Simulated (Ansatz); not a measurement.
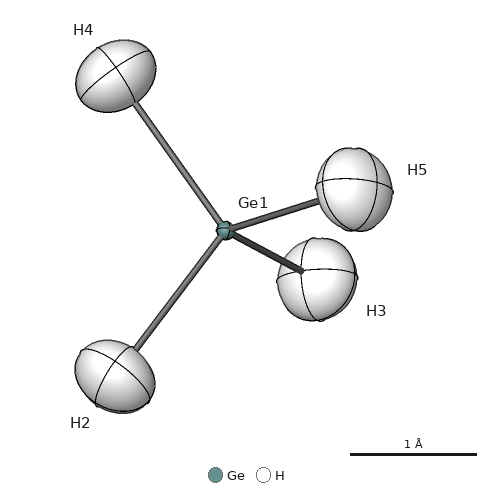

Displacement ellipsoids at the 50 % level, enlarged 2 times, from the internal vibrations of the free molecule (harmonic, no overall translation or rotation; no half-axis is drawn under 0.075 Å). Vibrations computed with RKS PBE0-D4/def2-TZVP (Ansatz 0.2.0). Temperature: 200 K.

> Which atom has the largest mean-square displacement?

H2, H3, H4, H5, with U_eq = 0.0105 Å².

Give the displacement parameters, one line for each set of equivalent atoms.

```csv
atom,U_eq (Å²),rms amplitudes (Å)
Ge1,0.00001,"0.003, 0.003, 0.003"
"H2, H3, H4, H5",0.0105,"0.087, 0.109, 0.109"
```
